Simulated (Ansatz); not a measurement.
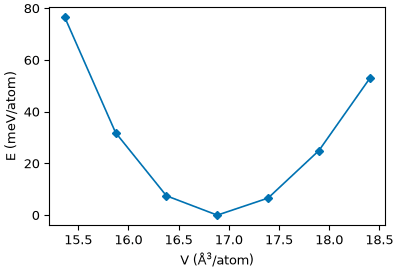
Fig. 1. Pd (simple cubic, Pm-3m) under volume change, PBEsol in the plane-wave PAW code Ansatz, scaled uniformly.

Problem. What does a third-order Birch–Murnaghan fit give for V₀, B₀ and B′?

Solution. V₀ = 16.88 Å³/atom, B₀ = 148 GPa, B′ = 5.2.

A made-up cell: these elements were put on the sites of a structure type; neither database checked (COD, Materials Project) lists it. It is not the phase usual at ambient conditions (space group No. 225). Symmetry was held in the PBEsol relaxation. At this level the phase is mechanically unstable. The run is not spin-polarised.

Potentials: the later of the program's two PAW sets.
